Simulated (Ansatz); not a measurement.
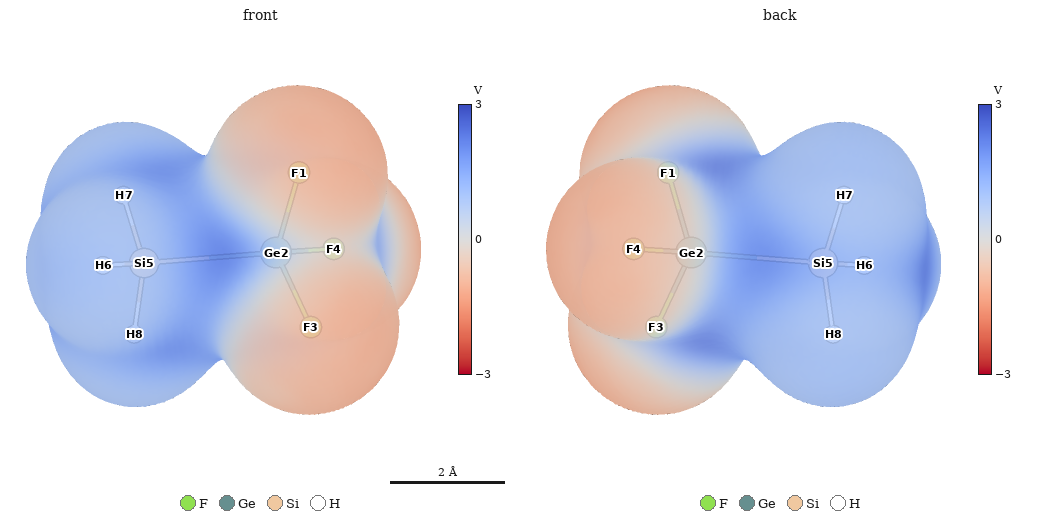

F3GeH3Si. The molecular electrostatic potential painted on the density surface at 0.002 e/bohr³, seen from the front and from behind; red is negative and blue positive.

Geometry: PBE0-D4/def2-TZVP.

Level of theory: RKS PBE0-D4/def2-TZVPP (Ansatz 0.2.0).

Input file:

```
crystal:
  periodic: [false, false, false]
  atoms:
    - {symbol: F, position_ang: [1.396158, -1.075252, 1.607916]}
    - {symbol: Ge, position_ang: [0.455431, -0.988792, 0.171229]}
    - {symbol: F, position_ang: [-0.699058, -2.253687, 0.325275]}
    - {symbol: F, position_ang: [1.514445, -1.510650, -1.078835]}
    - {symbol: Si, position_ang: [-0.511669, 1.150784, -0.217367]}
    - {symbol: H, position_ang: [-1.385120, 1.447760, 0.940185]}
    - {symbol: H, position_ang: [0.604039, 2.117327, -0.326781]}
    - {symbol: H, position_ang: [-1.282327, 1.055310, -1.477521]}
basis:
  gaussian: {orbitals: def2-TZVPP}
hamiltonian: {xc: pbe0, dispersion: d4}
output: {orbitals: {seedname: orbitals}}
```

Command:

```sh
ansatz run in.yaml --threads 4 --pin off --events-out ev --progress --plain --max-ram 10444MiB
```

Which sites attract a positive test charge, and which a negative one?

A positive charge is drawn to the negative regions and a negative charge to the positive ones. The most negative region (about −1.0 V) lies over F1, F3 and F4, the most positive (about +2.1 V) over Ge2 and Si5.
